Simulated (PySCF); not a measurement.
# IrS₂⁺: relaxation and vibrations of the singlet, part 2 of 2

PySCF 2.14.0; PBE0, basis Ir def2-TZVP with ECP60, S def2-TZVP, scalar-relativistic core potentials, no spin–orbit coupling, density fitting.

## Step 6: Frequencies

As before: finer grid, then central differences.

Input file scf.py:

```python
from pyscf import gto, scf, dft
mol = gto.M(atom='''
Ir    -0.262003    -0.031874    -0.000000
S      0.790439     0.096161     1.717258
S      0.790439     0.096161    -1.717258''',
    basis={'Ir': 'def2-TZVP', 'S': 'def2-TZVP'},
    ecp={'Ir': 'def2-TZVP'},
    charge=1, spin=0)
mf = dft.RKS(mol, xc='PBE0')
mf.grids.atom_grid = (75, 302)
aux = {'Ir': 'def2-universal-JKFIT', 'S': 'def2-universal-JKFIT'}
mf = mf.density_fit(auxbasis=aux)
mf.conv_tol = 1e-10
mf.diis_space = 10
mf.max_cycle = 60
mf.verbose = 4
mf.kernel()
```

Log of the central SCF (cycles and frontier levels):

```text
init E= -900.141754865206
  HOMO = -0.479450307493337  LUMO = -0.404766678476661  gap/eV = 2.03225
cycle= 1 E= -900.141754861648  delta_E= 3.56e-09  |g|= 0.000108  |ddm|= 0.000104
  HOMO = -0.479453513191264  LUMO = -0.404769964141256  gap/eV = 2.03224
cycle= 2 E= -900.141754764  delta_E= 9.76e-08  |g|= 0.000564  |ddm|= 0.000545
  HOMO = -0.479451505151612  LUMO = -0.404767900566218  gap/eV = 2.03224
cycle= 3 E= -900.141754865261  delta_E= -1.01e-07  |g|= 1.98e-05  |ddm|= 0.00046
  HOMO = -0.479451024258926  LUMO = -0.404767406531689  gap/eV = 2.03224
cycle= 4 E= -900.141754865349  delta_E= -8.82e-11  |g|= 4.61e-07  |ddm|= 1.21e-05
  HOMO = -0.479451056754196  LUMO = -0.404767442481329  gap/eV = 2.03224
Extra cycle  E= -900.14175486535  delta_E= -6.82e-13  |g|= 7.55e-07  |ddm|= 3.4e-06
converged SCF energy = -900.14175486535
```

The whole step took 33 s on 2 threads of Arm Neoverse V1, shared host.

Geometry: C2v; Ir–S 2.018 Å (×2); S–Ir–S 116.6°.

Harmonic modes (main isotopes):

| symmetry | ω (cm⁻¹) | IR (km/mol) | μ (u) |
| --- | --- | --- | --- |
| a1 | 188 | 2.0 | 36.78 |
| b2 | 570 | 23.0 | 38.13 |
| a1 | 600 | 0.1 | 34.63 |

All wavenumbers are real: a minimum.

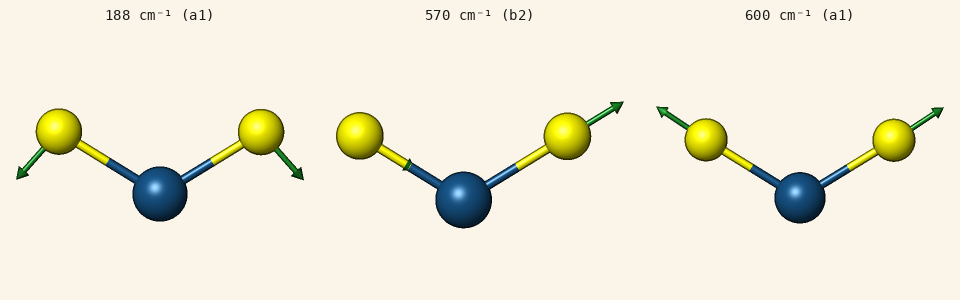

Displacements of 3 of the modes, as arrows (one member where a mode is degenerate).

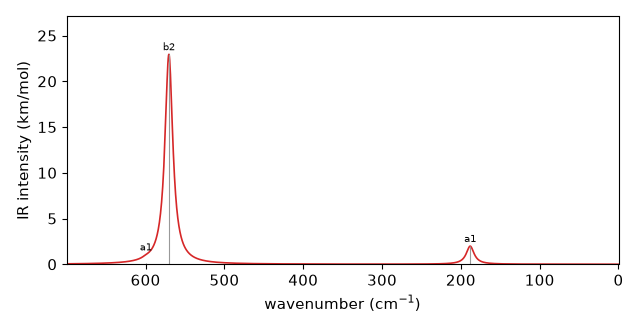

The harmonic infrared spectrum (widths in cm⁻¹). Lines are broadened to a width of 12 cm⁻¹ (Lorentzian).

Constants and moments:

- Dipole moment about the centre of mass: 0.31 D
- Highest occupied level: -13.05 eV
- Lowest empty level: -11.01 eV
- Rotational constants: 0.3123, 0.0894, 0.0695 cm⁻¹
- Zero-point energy: 8.1 kJ/mol
- Principal polarisabilities: 44.9, 45.6, 109.2 bohr³
- Principal traceless quadrupole moments about the centre of mass: -11.75, 0.49, 11.26 D Å
- Entropy at 298.15 K and 1 bar: 295.4 J/(mol K)
- Heat capacity Cp at 298.15 K: 49.9 J/(mol K)
- Enthalpy at 298.15 K above 0 K: 12.32 kJ/mol
- Rotational symmetry number: 2

Charges (e) and bond orders:

| atom | Mulliken | Löwdin | polar tensor | Mayer order to Ir1 |
| --- | --- | --- | --- | --- |
| Ir1 | 0.76 | 0.11 | 0.94 | – |
| S2,3 | 0.12 | 0.45 | 0.03 | 2.10 |

Mulliken populations on Ir1 (outside its core potential): s 2.64, p 6.22, d 7.35, f 0.03.

## Step 7: A spin-polarised start

A stability analysis found the closed shell of the lowest minimum unstable towards spin polarisation, so the unrestricted solution is followed.

The program finds C2v symmetry in the start, which may break. The walk stops when the largest gradient is under 0.0003 Eh/bohr and the energy has settled too.

scf.py, as its differences from that of step 6:

```diff
@@ -3,3 +3,3 @@
-Ir    -0.262003    -0.031874    -0.000000
-S      0.790439     0.096161     1.717258
-S      0.790439     0.096161    -1.717258''',
+Ir    -0.261953    -0.031868    -0.000000
+S      0.790489     0.096167     1.717258
+S      0.790489     0.096167    -1.717258''',
@@ -9,2 +9,2 @@
-mf = dft.RKS(mol, xc='PBE0')
-mf.grids.atom_grid = (75, 302)
+mf = dft.UKS(mol, xc='PBE0')
+mf.grids.atom_grid = (50, 194)
@@ -13 +13 @@
-mf.conv_tol = 1e-10
+mf.conv_tol = 1e-08
```

Energy and gradient, step by step:

```
step  energy (Eh)  change (kJ/mol)  largest gradient (Eh/bohr)
   0  -900.152525             0.00                     0.01369
   1  -900.152927            -1.05                     0.00295
   2  -900.152976            -1.18                     0.00117
   3  -900.152990            -1.22                     0.00013
   4  -900.152990            -1.22                     0.00001
```

The walk took 18 s.

End point (C2v, 4 steps, 1.2 kJ/mol gained): Ir–S 2.031 Å (×2); S–Ir–S 113.7°.

## Step 8: Vibrations and properties at this point

As before: finer grid, then central differences.

scf.py, as its differences from that of step 7:

```diff
@@ -3,3 +3,3 @@
-Ir    -0.261953    -0.031868    -0.000000
-S      0.790489     0.096167     1.717258
-S      0.790489     0.096167    -1.717258''',
+Ir    -0.274409    -0.033383     0.000000
+S      0.827979     0.100728     1.700808
+S      0.827976     0.100727    -1.700809''',
@@ -10 +10 @@
-mf.grids.atom_grid = (50, 194)
+mf.grids.atom_grid = (75, 302)
@@ -13 +13 @@
-mf.conv_tol = 1e-08
+mf.conv_tol = 1e-10
```

Log of the central SCF (cycles and frontier levels):

```text
init E= -900.152982179364
[... the frontier-level lines of each cycle are left out ...]
cycle= 1 E= -900.152982176903  delta_E= 2.46e-09  |g|= 6.51e-05  |ddm|= 7.19e-05
cycle= 2 E= -900.152982145162  delta_E= 3.17e-08  |g|= 0.000233  |ddm|= 0.000256
cycle= 3 E= -900.152982179581  delta_E= -3.44e-08  |g|= 7.32e-06  |ddm|= 0.000199
cycle= 4 E= -900.152982179604  delta_E= -2.32e-11  |g|= 9.45e-07  |ddm|= 4.71e-06
Extra cycle  E= -900.152982179604  delta_E=    0  |g|= 1.24e-06  |ddm|= 4.05e-06
converged SCF energy = -900.152982179604  <S^2> = 1.0667642  2S+1 = 2.295007
```

The whole step took 68 s.

Geometry: C2v; Ir–S 2.031 Å (×2); S–Ir–S 113.7°.

Harmonic modes (main isotopes):

```csv
ω (cm⁻¹),IR (km/mol),μ (u),type
162,0.5,36.89,bend
541,4.8,37.94,stretch
568,0.0,34.54,stretch
```

Every mode is real; the point is a minimum.

The SCF density has lower symmetry than the nuclear frame, so the modes carry no labels.

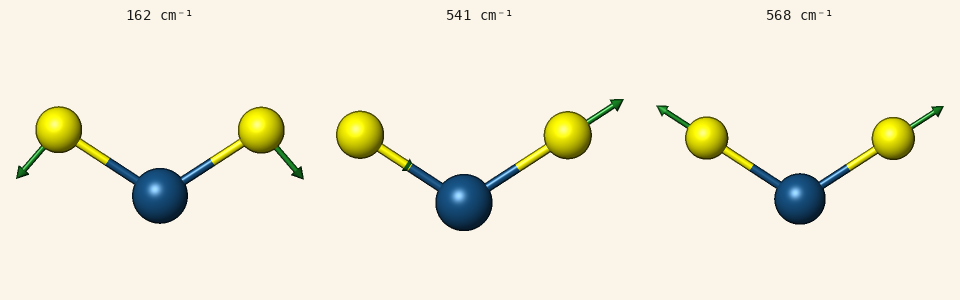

How the atoms move in 3 of the modes.

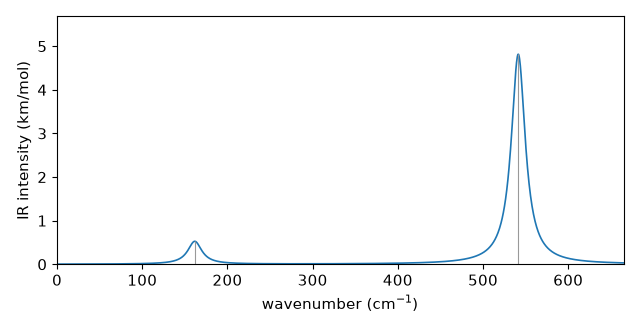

The harmonic infrared spectrum (widths in cm⁻¹). Lines are broadened to a width of 20 cm⁻¹ (Lorentzian).

Constants and moments:

- Dipole moment about the centre of mass: 0.52 D
- Highest occupied level: -13.44 eV
- Lowest empty level: -10.50 eV
- Rotational constants: 0.2846, 0.09113, 0.06903 cm⁻¹
- Zero-point energy: 7.6 kJ/mol
- Principal polarisabilities: 42.4, 50.5, 103.8 bohr³
- Principal traceless quadrupole moments about the centre of mass: -9.68, -0.55, 10.23 D Å
- Entropy at 298.15 K and 1 bar: 297.4 J/(mol K)
- Heat capacity Cp at 298.15 K: 50.6 J/(mol K)
- Enthalpy at 298.15 K above 0 K: 12.53 kJ/mol
- Rotational symmetry number: 2
- Spin squared ⟨S²⟩: 1.067

Charges (e) and bond orders:

| atom | Mulliken | Löwdin | polar tensor | spin (Mulliken) | Mayer order to Ir1 |
| --- | --- | --- | --- | --- | --- |
| Ir1 | 0.74 | 0.10 | 0.81 | 0.00 | – |
| S2,3 | 0.13 | 0.45 | 0.10 | 0.00 | 2.08 |

Outer orbital energies (eV). α occupied: -18.20, -17.79, -16.83, -16.83, -15.83, -14.28, -13.98, -13.44; empty: -10.50, -10.34, -9.26, -6.68. β occupied: -18.20, -17.79, -16.83, -16.83, -15.83, -14.28, -13.98, -13.44; empty: -10.50, -10.34, -9.26, -6.68.

Mulliken populations on Ir1 (outside its core potential): s 2.71, p 6.21, d 7.32, f 0.03.

## Step 9: The points found, side by side

| spin | group | bonds | imaginary modes (cm⁻¹) | ΔE (kJ/mol) | with zero-point energy |
| --- | --- | --- | --- | --- | --- |
| broken-symmetry (Ms = 0) | C2v (density of lower symmetry) | Ir–S 2.031 Å (×2) | none | 0.0 | 0.0 |
| singlet | C2v | Ir–S 2.018 Å (×2) | none | 29.5 | 30.0 |
| singlet | D∞h | Ir–S 2.075 Å (×2) | 222i, 222i | 166.9 | – |

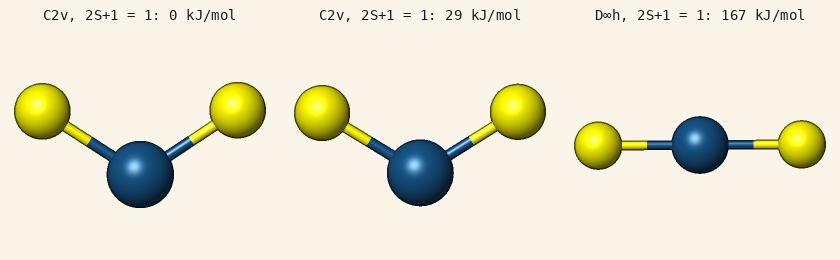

The points, lowest first (iridium blue, sulfur yellow).

## Step 10: Density, ELF and potential

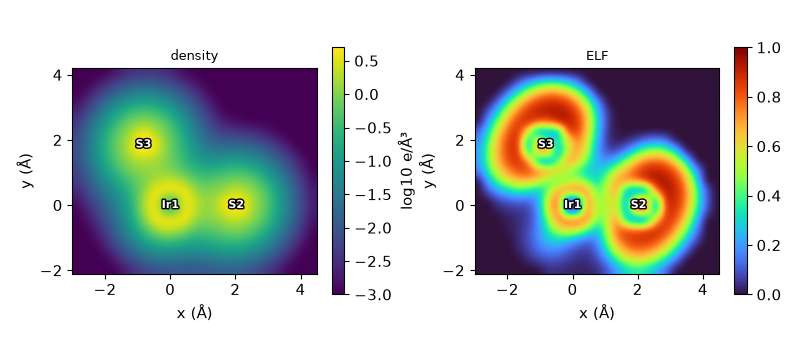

The plane holds Ir1 at (0.00, 0.00), S2 at (2.03, 0.00), S3 at (-0.82, 1.86) Å. ELF is set to 0 where the density is under 0.005 e/Å³; an orbital's overall sign is arbitrary. Electrons inside core potentials are absent.

The fields below are evaluated on a grid from the run's orbitals.

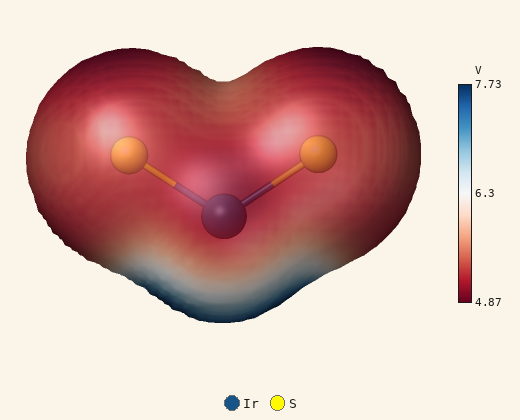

Electrostatic potential on the surface of density 0.002 e/bohr³; red is low, blue high. It runs, from the 1st to the 99th percentile, from 4.87 V near S2 to 7.73 V near Ir1.

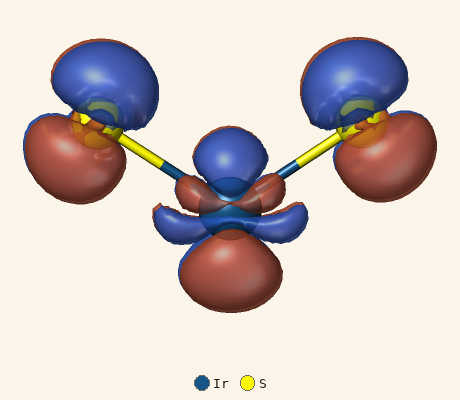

Spin density at ±0.05 e/Å³ (alpha excess blue, beta excess red).

Making the fields took 1.7 s on 2 threads of Arm Neoverse V1, shared host.

## Step 11: Summary of results

This closing draws on all 2 parts.

```
                                          quantity                             value
                                           minimum     broken-symmetry (Ms = 0), C2v
                                          geometry  Ir–S 2.031 Å (×2); S–Ir–S 113.7°
                                wavenumbers (cm⁻¹)                     162, 541, 568
                    dipole moment (centre of mass)                            0.52 D
highest occupied, lowest empty level (either spin)                 -13.44, -10.50 eV
                        polar-tensor charge of Ir1                           +0.81 e
                                 zero-point energy                        7.6 kJ/mol
                               entropy at 298.15 K                   297.4 J/(mol K)
                                              ⟨S²⟩                             1.067
```

**Reading.** From D∞h at the start the molecule goes to a C2v minimum, after a stop at a second-order saddle point 166.9 kJ/mol higher, from which it was pushed off along an imaginary mode. The determinant is spin-contaminated (⟨S²⟩ = 1.07 against 0.00), so it is no pure spin state. The strongest infrared band lies at 541 cm⁻¹ (stretch). Only this shape and spin were tried, so other structures or states may lie lower. The SCF density has lower symmetry than the nuclear frame. With an element this heavy the missing spin–orbit coupling can shift these numbers.

The search up to here took 3.2 min.
